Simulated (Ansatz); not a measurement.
Geometry relaxation of AlBNH5O

The run: geometry relaxation of AlBNH5O. Method and program: RKS B3LYP-D4/cc-pVDZ (Ansatz 0.2.0).

It belongs to a series of runs on one base structure; here: end point A relaxed.

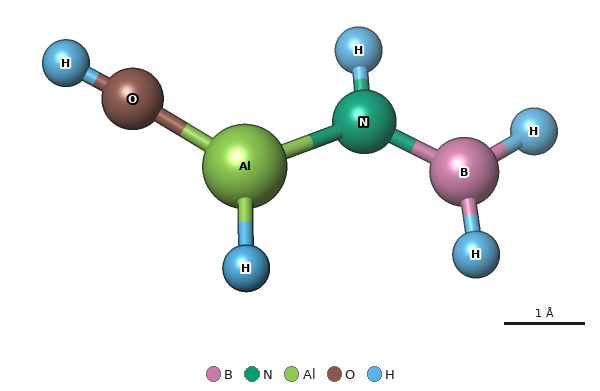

Figure 1. The structure as given in the input (ball-and-stick view, seen at an oblique angle). Sticks mark near contacts. Bond lengths as drawn: Al–H 1.51 Å, Al–N 1.82 Å, Al–O 1.64 Å, B–H 1.17 to 1.18 Å, B–N 1.40 Å, H–N 1.02 Å and H–O 0.95 Å.

## The input
```yaml
crystal:
  periodic: [false, false, false]
  atoms:
    - { symbol: B, position_ang: [-0.31445, 1.60035, -0.93406] }
    - { symbol: "N", position_ang: [-0.32337, 0.64963, 0.09601] }
    - { symbol: Al, position_ang: [0.42364, -1.00869, 0.12827] }
    - { symbol: O, position_ang: [0.2464, -2.01326, 1.41183] }
    - { symbol: H, position_ang: [0.23293, 1.33258, -1.93743] }
    - { symbol: H, position_ang: [-0.84628, 2.63861, -0.78608] }
    - { symbol: H, position_ang: [-0.81058, 0.93535, 0.94297] }
    - { symbol: H, position_ang: [1.23615, -1.50445, -1.04555] }
    - { symbol: H, position_ang: [0.15556, -2.63011, 2.12405] }
basis:
  gaussian: { orbitals: cc-pVDZ }
hamiltonian:
  xc: b3lyp
  dispersion: d4
relax:
  f_tol: 0.015
  max_steps: 40
output:
  orbitals: {}
```

Hardware: 1 thread of Intel Xeon (Sapphire Rapids), 64 GiB of memory available, shared host.

Launch command:
```bash
ansatz run input.yaml --threads 1 --pin off --max-ram 2048MiB --backend cpu --events-out ev --progress --plain --runs-dir out
```

## Log
```
The last accepted step is kept in [file] (removed where the run ends without a failure and the disk answers)
Engine: ansatz 0.2.0, x86_64-unknown-linux-gnu
Functional definition: B3LYP
  parameter a0 = 0.2
  parameter ax = 0.72
  parameter ac = 0.81
  exchange = (1 - a0 - ax)*slater_x + ax*b88_x + a0*exact_x
  correlation = (1 - ac)*vwn_rpa_c + ac*lyp_c
906 factors; integrals over basis functions are off by at most 2.5e-4 eV
mean field evaluation 1: about -10883.8651 eV, gradient 7.7e1 eV
mean field evaluation 2: about -10859.0897 eV, gradient 1.3e2 eV
mean field evaluation 4: about -10894.9980 eV, gradient 6.4e0 eV
mean field evaluation 8: about -10895.1140 eV, gradient 4.6e-1 eV
mean field evaluation 16: about -10895.1145 eV, gradient 6.6e-6 eV
mean field -10895.11453235 eV, -400.3880740902 hartree, gradient 6.6e-6 eV, S^2 0.000000; 0 other end points of the search recorded, 0 dependent functions left out
the calculation of the forces begins
reference -10895.11480200 eV, -400.3880839995 hartree; 19, 19 occupied and 66, 66 virtual orbitals, 906 factors
relax step   1: F+E_penalty+E_count = -10895.34063135 eV  Δ(F+E_penalty+E_count) = +0.000e0 eV  max|allowed force component| = 1.177e0 eV/Å  Δτ_max = 0.0000 Å  (26 SCF iters, accepted)
these checks for a lower state are left out or cut short: starts, cluster_reference, orbital_swaps, neighbouring_geometries, increment
906 factors; integrals over basis functions are off by at most 2.8e-4 eV
mean field -10895.21476337 eV, -400.3917575121 hartree, gradient 6.2e-6 eV, S^2 0.000000; 0 other end points of the search recorded, 0 dependent functions left out
[... from here on the field's lines of each further geometry are left out, up to the last ...]
relax step   2: F+E_penalty+E_count = -10895.44029692 eV  Δ(F+E_penalty+E_count) = -9.967e-2 eV  max|allowed force component| = 6.708e-1 eV/Å  Δτ_max = 0.0722 Å  (29 SCF iters, accepted)
relax step   3: F+E_penalty+E_count = -10895.46213611 eV  Δ(F+E_penalty+E_count) = -2.184e-2 eV  max|allowed force component| = 1.237e-1 eV/Å  Δτ_max = 0.0584 Å  (30 SCF iters, accepted)
relax step   4: F+E_penalty+E_count = -10895.46347818 eV  Δ(F+E_penalty+E_count) = -1.342e-3 eV  max|allowed force component| = 1.149e-1 eV/Å  Δτ_max = 0.0303 Å  (30 SCF iters, accepted)
relax step   5: F+E_penalty+E_count = -10895.46511427 eV  Δ(F+E_penalty+E_count) = -1.636e-3 eV  max|allowed force component| = 1.258e-1 eV/Å  Δτ_max = 0.0380 Å  (28 SCF iters, accepted)
relax step   6: F+E_penalty+E_count = -10895.47995824 eV  Δ(F+E_penalty+E_count) = -1.484e-2 eV  max|allowed force component| = 8.102e-1 eV/Å  Δτ_max = 0.0792 Å  (28 SCF iters, accepted)
relax step   7: F+E_penalty+E_count = -10895.51993077 eV  Δ(F+E_penalty+E_count) = -3.997e-2 eV  max|allowed force component| = 5.019e-1 eV/Å  Δτ_max = 0.0788 Å  (28 SCF iters, accepted)
relax step   8: F+E_penalty+E_count = -10895.57768607 eV  Δ(F+E_penalty+E_count) = -5.776e-2 eV  max|allowed force component| = 1.037e0 eV/Å  Δτ_max = 0.1143 Å  (28 SCF iters, accepted)
relax step   9: F+E_penalty+E_count = -10895.62773348 eV  Δ(F+E_penalty+E_count) = -5.005e-2 eV  max|allowed force component| = 1.305e-1 eV/Å  Δτ_max = 0.1669 Å  (27 SCF iters, accepted)
relax step  10: F+E_penalty+E_count = -10895.61543951 eV  Δ(F+E_penalty+E_count) = +1.229e-2 eV  max|allowed force component| = 1.036e0 eV/Å  Δτ_max = 0.1117 Å  (29 SCF iters, rejected (line search))
relax step  11: F+E_penalty+E_count = -10895.63244136 eV  Δ(F+E_penalty+E_count) = -4.708e-3 eV  max|allowed force component| = 6.791e-2 eV/Å  Δτ_max = 0.0557 Å  (29 SCF iters, accepted)
the calculation of the forces begins
reference -10895.40731821 eV, -400.3988337720 hartree; 19, 19 occupied and 66, 66 virtual orbitals, 906 factors
relax step  12: F+E_penalty+E_count = -10895.63292287 eV  Δ(F+E_penalty+E_count) = -4.815e-4 eV  max|allowed force component| = 1.207e-2 eV/Å  Δτ_max = 0.0166 Å  (31 SCF iters, accepted)
906 factors; integrals over basis functions are off by at most 3.0e-4 eV
mean field evaluation 96: about -10884.3271 eV, gradient 7.6e1 eV
```

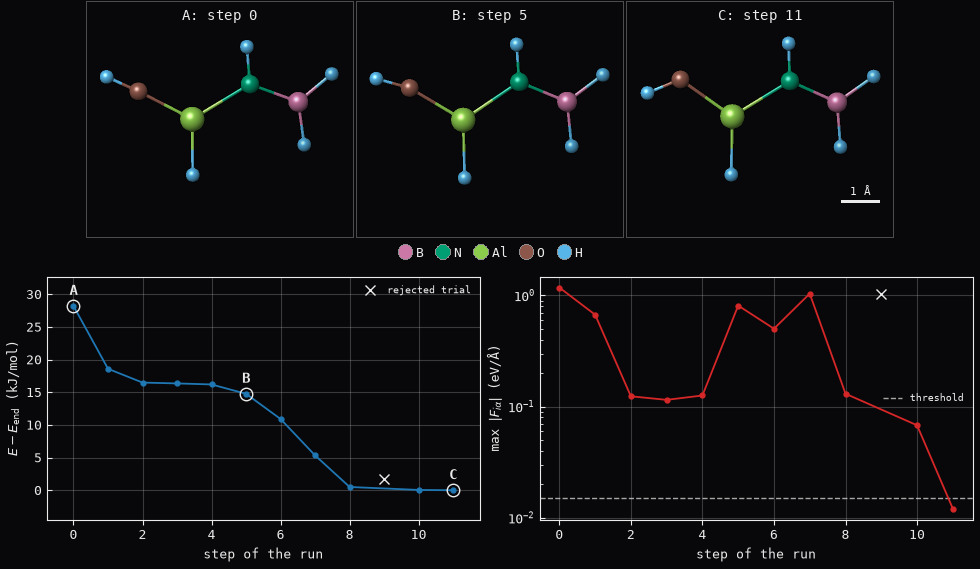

Figure 2. Frames of the relaxation (ball-and-stick view, seen on its broad side) above the curves, on which the letters mark them (the first geometry is step 0 here and step 1 in the log).

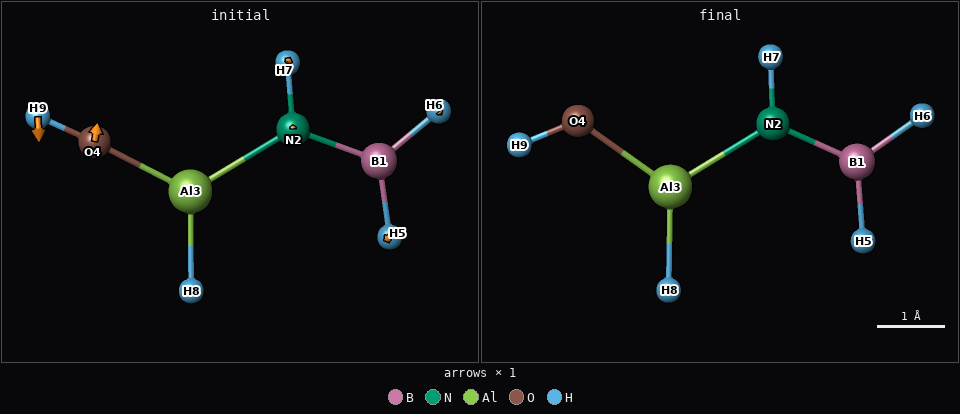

Figure 3. Before (left) and after (right) the relaxation, at one scale (ball-and-stick view, seen on its broad side). The orange arrows give the displacements, at true length. After 11 geometry steps the energy has fallen by 28.2 kJ/mol. Largest force component: 1.2 eV/Å at the start, 0.012 eV/Å at the end. The line search rejected the trial step at point 9 (counted from 0) and went back. The atom that moves furthest after the best rigid fit is H9 (0.44 Å). Largest moves by element: H 0.44 Å, O 0.33 Å, N 0.08 Å, Al 0.07 Å, B 0.04 Å. Distances before and after: Al3–O4 1.640 → 1.728 Å, Al3–H8 1.511 → 1.575 Å, B1–H5 1.174 → 1.211 Å, B1–H6 1.176 → 1.209 Å. Among the angles that change: Al3–O4–H9 177.1° → 122.6°, N2–Al3–O4 121.9° → 113.4°, O4–Al3–H8 117.7° → 124.5°. (Atoms are counted from 1 in the order of the input.)

```
mean field -10895.40704659 eV, -400.3988237899 hartree, gradient 6.5e-6 eV, S^2 0.000000; 1 other end points of the search recorded, 0 dependent functions left out
the calculation of the forces begins
reference -10895.40731821 eV, -400.3988337720 hartree; 19, 19 occupied and 66, 66 virtual orbitals, 906 factors
Total energy: -10895.63319450 eV, -400.4071345724 hartree
Atom 0 at    -0.289103     1.574619    -0.921597 Å, force     0.003711    -0.007956    -0.000429 eV/Å
Atom 1 at    -0.379213     0.672883     0.154226 Å, force    -0.002258     0.012067    -0.007057 eV/Å
Atom 2 at     0.370517    -0.989571     0.175734 Å, force     0.004244    -0.009435    -0.000196 eV/Å
Atom 3 at     0.079285    -1.854704     1.643246 Å, force     0.000850     0.005343    -0.006902 eV/Å
Atom 4 at     0.325564     1.240266    -1.910131 Å, force    -0.003073     0.000967     0.005810 eV/Å
Atom 5 at    -0.814074     2.662286    -0.862853 Å, force     0.001533    -0.000422    -0.002577 eV/Å
Atom 6 at    -0.904494     0.989946     0.968152 Å, force    -0.001482    -0.001399     0.004442 eV/Å
Atom 7 at     1.196824    -1.550317    -1.042822 Å, force    -0.005525     0.004485     0.007444 eV/Å
Atom 8 at     0.414694    -2.745397     1.796056 Å, force     0.001999    -0.003651    -0.000534 eV/Å
Dipole moment:     0.073430    -0.380261     0.214975 e Å
```

## Trajectory as extended XYZ (Å, eV, eV/Å), 12 frames, from step=1 to step=12
```
9
Properties=species:S:1:pos:R:3:forces:R:3 step=1 energy=-10895.34063
B    -0.3145    1.6003   -0.9341    0.0440  -0.4770   0.4157
N    -0.3234    0.6496    0.0960   -0.1557  -0.0500   0.4772
Al    0.4236   -1.0087    0.1283   -0.0259   0.8780  -0.8268
O     0.2464   -2.0133    1.4118   -0.2616  -0.6630   1.1769
H     0.2329    1.3326   -1.9374    0.4156  -0.1719  -0.7912
H    -0.8463    2.6386   -0.7861   -0.3773   0.7464   0.0861
H    -0.8106    0.9354    0.9430   -0.0996   0.0928   0.0757
H     1.2362   -1.5045   -1.0455    0.4999  -0.2166  -0.8127
H     0.1556   -2.6301    2.1240   -0.0394  -0.1387   0.1989
9
Properties=species:S:1:pos:R:3:forces:R:3 step=2 energy=-10895.44030
B    -0.3104    1.5947   -0.9228    0.0223  -0.1966   0.1340
N    -0.3249    0.6436    0.1127   -0.1420   0.0292   0.2405
Al    0.4280   -1.0182    0.1075    0.1514   0.3736  -0.6252
O     0.2393   -2.0069    1.4289   -0.1587  -0.3555   0.6708
H     0.2518    1.3248   -1.9470    0.1296  -0.0402  -0.2207
H    -0.8564    2.6528   -0.7779   -0.1023   0.2161   0.0052
H    -0.8281    0.9235    0.9551   -0.0004   0.0307  -0.0113
H     1.2591   -1.5053   -1.1140    0.1052  -0.0310  -0.2177
H     0.1416   -2.6089    2.1576   -0.0050  -0.0262   0.0243
9
Properties=species:S:1:pos:R:3:forces:R:3 step=3 energy=-10895.46214
B    -0.3118    1.5826   -0.9141    0.0454  -0.0134   0.0260
N    -0.3366    0.6333    0.1246   -0.0158   0.0575   0.0571
Al    0.4448   -1.0196    0.0873    0.0165  -0.0095  -0.1237
O     0.2347   -1.9981    1.4424   -0.0239   0.0164   0.0766
H     0.2759    1.3167   -1.9390   -0.0232  -0.0134   0.0107
H    -0.8614    2.6529   -0.7799    0.0037  -0.0196  -0.0182
H    -0.8341    0.9153    0.9697   -0.0056  -0.0232  -0.0352
H     1.2621   -1.4943   -1.1713   -0.0197   0.0178   0.0423
H     0.1264   -2.5888    2.1804    0.0226  -0.0126  -0.0356
9
Properties=species:S:1:pos:R:3:forces:R:3 step=4 energy=-10895.46348
B    -0.3110    1.5791   -0.9105    0.0617  -0.0265   0.0091
N    -0.3427    0.6367    0.1322   -0.0012   0.0287   0.0849
Al    0.4438   -1.0125    0.0841    0.0010  -0.0108  -0.1149
O     0.2327   -1.9871    1.4408   -0.0306   0.0248   0.0901
H     0.2880    1.2938   -1.9234   -0.0333   0.0229  -0.0204
H    -0.8592    2.6509   -0.7931   -0.0013  -0.0024  -0.0171
H    -0.8389    0.9142    0.9792   -0.0208  -0.0033  -0.0421
H     1.2535   -1.4849   -1.1785   -0.0054   0.0135   0.0286
H     0.1338   -2.5902    2.1692    0.0299  -0.0468  -0.0181
9
Properties=species:S:1:pos:R:3:forces:R:3 step=5 energy=-10895.46511
B    -0.2892    1.5791   -0.8986   -0.1258  -0.0580  -0.1001
N    -0.3518    0.6465    0.1497    0.0087  -0.0469   0.0433
Al    0.4238   -1.0069    0.0770    0.0385  -0.0291   0.0335
O     0.2332   -1.9745    1.4453   -0.0674   0.0570   0.0821
H     0.3033    1.2630   -1.9075    0.0362   0.0621   0.0278
H    -0.8448    2.6502   -0.8195    0.0458   0.0226   0.0267
H    -0.8747    0.9120    0.9838    0.0228   0.0468  -0.0352
H     1.2329   -1.4665   -1.1871   -0.0046  -0.0070  -0.0097
H     0.1673   -2.6030    2.1569    0.0460  -0.0477  -0.0683
9
Properties=species:S:1:pos:R:3:forces:R:3 step=6 energy=-10895.47996
B    -0.2935    1.5811   -0.9042   -0.0620  -0.0289  -0.0913
N    -0.3572    0.6515    0.1474   -0.0021   0.0314  -0.0143
Al    0.4165   -1.0000    0.0890    0.0723  -0.2171   0.1075
O     0.2060   -1.9504    1.4742   -0.1571   0.8102  -0.4343
H     0.3040    1.2719   -1.9123    0.0178   0.0329   0.0281
H    -0.8421    2.6555   -0.8204    0.0271   0.0135   0.0163
H    -0.8798    0.9352    0.9749    0.0150  -0.0115   0.0124
H     1.2330   -1.5007   -1.1555   -0.0109   0.0468  -0.0386
H     0.2131   -2.6441    2.1070    0.0998  -0.6773   0.4142
9
Properties=species:S:1:pos:R:3:forces:R:3 step=7 energy=-10895.51993
B    -0.2970    1.5830   -0.9083   -0.0266  -0.0450   0.0108
N    -0.3489    0.6399    0.1338    0.0397  -0.0164  -0.0715
Al    0.4244   -1.0172    0.0922    0.0101   0.0655  -0.0733
O     0.1646   -1.8965    1.5140   -0.2377   0.4923   0.0421
H     0.3039    1.2967   -1.9200    0.0109   0.0081   0.0025
H    -0.8476    2.6554   -0.8046    0.0136  -0.0030   0.0090
H    -0.8672    0.9093    0.9688   -0.0022   0.0156   0.0055
H     1.2352   -1.5186   -1.1545    0.0192  -0.0152  -0.0292
H     0.2326   -2.6520    2.0788    0.1731  -0.5019   0.1041
9
Properties=species:S:1:pos:R:3:forces:R:3 step=8 energy=-10895.57769
B    -0.2974    1.5857   -0.9119   -0.0166  -0.0068  -0.0121
N    -0.3455    0.6361    0.1236    0.0252  -0.0376  -0.0092
Al    0.4172   -1.0248    0.1132    0.0085   0.1599  -0.1716
O     0.1067   -1.8397    1.5764   -0.3736   0.9472  -0.1143
H     0.3020    1.3113   -1.9281    0.0068  -0.0079   0.0111
H    -0.8476    2.6583   -0.7992    0.0157  -0.0249   0.0131
H    -0.8604    0.8991    0.9638   -0.0073   0.0441  -0.0233
H     1.2355   -1.5584   -1.1188    0.0148  -0.0366   0.0041
H     0.2895   -2.6675    1.9809    0.3266  -1.0374   0.3024
9
Properties=species:S:1:pos:R:3:forces:R:3 step=9 energy=-10895.62773
B    -0.2957    1.5867   -0.9190    0.0044   0.0007  -0.0290
N    -0.3634    0.6604    0.1359   -0.0471   0.0566   0.0523
Al    0.3880   -0.9967    0.1494    0.0753  -0.1305  -0.0438
O     0.0786   -1.8325    1.6238   -0.0679   0.0450   0.1016
H     0.3114    1.2802   -1.9217   -0.0035   0.0055   0.0100
H    -0.8327    2.6667   -0.8315    0.0046  -0.0026  -0.0007
H    -0.8828    0.9470    0.9665    0.0127   0.0277  -0.0527
H     1.2210   -1.5925   -1.0509   -0.0277   0.0527   0.0109
H     0.3757   -2.7192    1.8476    0.0492  -0.0552  -0.0486
9
Properties=species:S:1:pos:R:3:forces:R:3 step=10 energy=-10895.61544 accepted=F
B    -0.2870    1.5813   -0.9252   -0.0295  -0.0041  -0.0313
N    -0.3789    0.6764    0.1475   -0.0560   0.0800   0.0775
Al    0.3618   -0.9841    0.1848    0.0673  -0.1484   0.0094
O     0.0660   -1.8469    1.6595    0.4571  -1.0232   0.0379
H     0.3246    1.2500   -1.9181   -0.0084   0.0097   0.0388
H    -0.8175    2.6662   -0.8601    0.0216   0.0039  -0.0135
H    -0.9033    0.9909    0.9650    0.0197   0.0080  -0.0579
H     1.1960   -1.5765   -1.0167   -0.0254   0.0383   0.0141
H     0.4384   -2.7572    1.7634   -0.4463   1.0359  -0.0751
9
Properties=species:S:1:pos:R:3:forces:R:3 step=11 energy=-10895.63244
B    -0.2911    1.5785   -0.9211    0.0140  -0.0171  -0.0180
N    -0.3734    0.6683    0.1479    0.0336  -0.0138  -0.0576
Al    0.3756   -0.9953    0.1712   -0.0089   0.0214  -0.0013
O     0.0756   -1.8478    1.6442   -0.0060   0.0319  -0.0187
H     0.3207    1.2554   -1.9150   -0.0003  -0.0028   0.0045
H    -0.8205    2.6633   -0.8524   -0.0009   0.0026   0.0022
H    -0.8966    0.9792    0.9635   -0.0405   0.0185   0.0679
H     1.2034   -1.5635   -1.0432   -0.0075   0.0055   0.0105
H     0.4062   -2.7380    1.8049    0.0165  -0.0463   0.0106
9
Properties=species:S:1:pos:R:3:forces:R:3 step=12 energy=-10895.63292
B    -0.2891    1.5746   -0.9216    0.0037  -0.0080  -0.0004
N    -0.3792    0.6729    0.1542   -0.0023   0.0121  -0.0071
Al    0.3705   -0.9896    0.1757    0.0042  -0.0094  -0.0002
O     0.0793   -1.8547    1.6432    0.0008   0.0053  -0.0069
H     0.3256    1.2403   -1.9101   -0.0031   0.0010   0.0058
H    -0.8141    2.6623   -0.8629    0.0015  -0.0004  -0.0026
H    -0.9045    0.9899    0.9682   -0.0015  -0.0014   0.0044
H     1.1968   -1.5503   -1.0428   -0.0055   0.0045   0.0074
H     0.4147   -2.7454    1.7961    0.0020  -0.0037  -0.0005
```

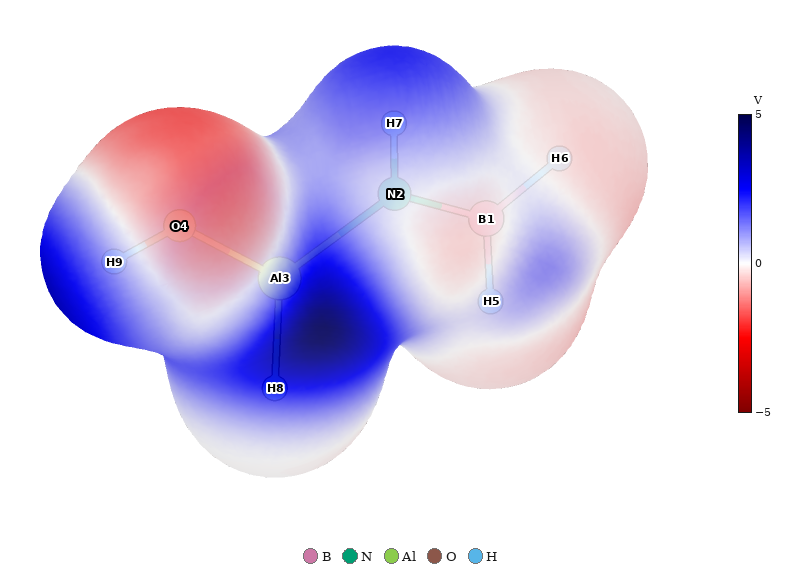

Figure 4. The molecular electrostatic potential painted on the density surface at 0.004 e/bohr³, seen at a tilt; red is negative and blue positive.

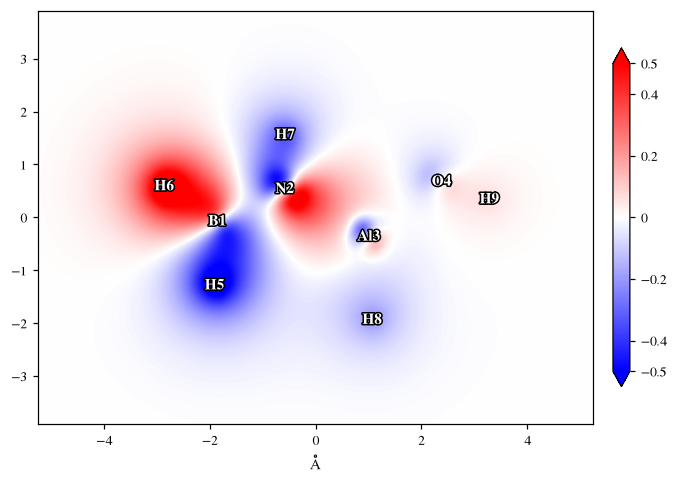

Figure 5. The HOMO−1 on the molecular plane (values in Å⁻³ᐟ²; the overall sign is arbitrary). By Hirshfeld shares it lies mainly on B1 (30 %), H6 (25 %), H5 (20 %) and N2 (15 %); it is symmetric in the molecular plane (σ or in-plane lone-pair type). Its energy is −8.23 eV.

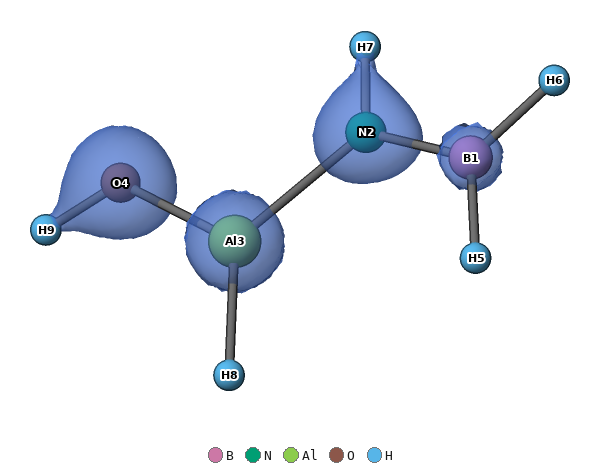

Figure 6. Isosurface of the total electron density at 2 e/Å³ (blue), seen at a tilt. At this value the surface falls into six separate pieces. It is pinched off along the B–N (1.41 Å), Al–O (1.73 Å) and Al–N (1.82 Å) contacts. On the grid the lowest density along these lines, outside the cores, is 1.4 e/Å³ (B–N, 1.41 Å), 0.61 e/Å³ (Al–O, 1.73 Å), 0.61 e/Å³ (Al–N, 1.82 Å) and 2.3 e/Å³ (O–H, 0.96 Å).

## Results in brief

| quantity | value |
| --- | --- |
| outcome | converged |
| total energy | −10895.6332 eV |
| mean-field energy | −10895.4073 eV |
| largest force (length of the vector) at the end | 0.014 eV/Å |
| wall time | 36 s |
| peak memory | 0.18 GiB |
